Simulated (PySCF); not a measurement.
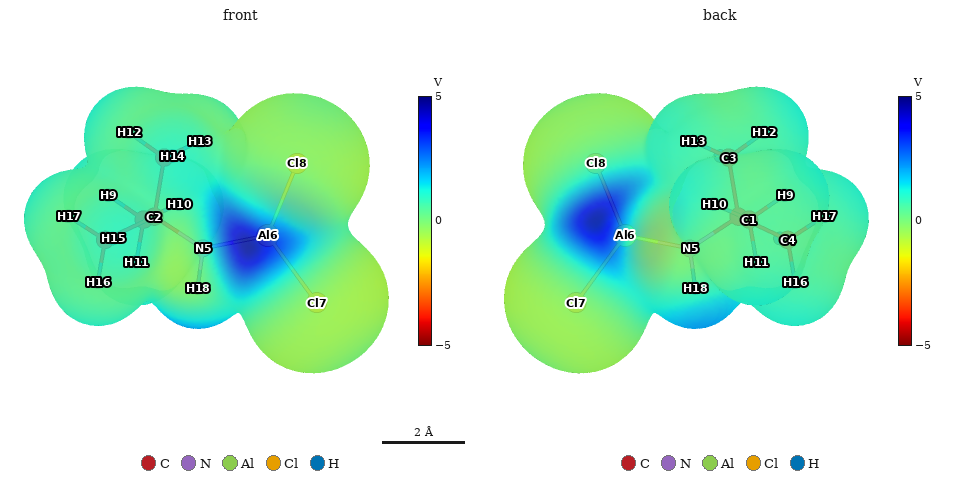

*C4H10AlCl2N. The molecular electrostatic potential painted on the density surface at 0.004 e/bohr³, seen from the front and from behind; red is negative and blue positive.*

Geometry: GFN2-xTB.

All numbers below come from PBE0/pcSseg-1, SCF density, gas phase, non-relativistic (PySCF 2.14.0).

```xyz
18

C    -1.2604    0.4717   -1.2130
C    -0.3524   -0.1655   -0.1540
C    -0.6487    0.4338    1.2159
C    -0.5835   -1.6812   -0.1190
N     1.0416    0.1069   -0.4814
Al    2.4191    0.9170    0.3029
Cl    4.1357    0.8966   -0.7942
Cl    2.4642    1.8285    2.1175
H    -2.3065    0.3042   -0.9700
H    -1.0787    1.5431   -1.2599
H    -1.0590    0.0443   -2.1933
H    -1.6808    0.2520    1.5034
H    -0.4667    1.5065    1.1926
H     0.0126   -0.0099    1.9577
H     0.0723   -2.1366    0.6198
H    -0.3676   -2.1229   -1.0896
H    -1.6150   -1.9050    0.1408
H     1.2652   -0.2772   -1.3945
```

Which sites attract a positive test charge, and which a negative one?

A positive charge is drawn to the negative regions and a negative charge to the positive ones. The most negative region (about −0.6 V, or −14 kcal/mol for a unit charge) lies over Cl7, the most positive (about +4.1 V, or +95 kcal/mol for a unit charge) over Al6.

How polar is the molecule by this calculation?

Its dipole moment is 2.71 D.
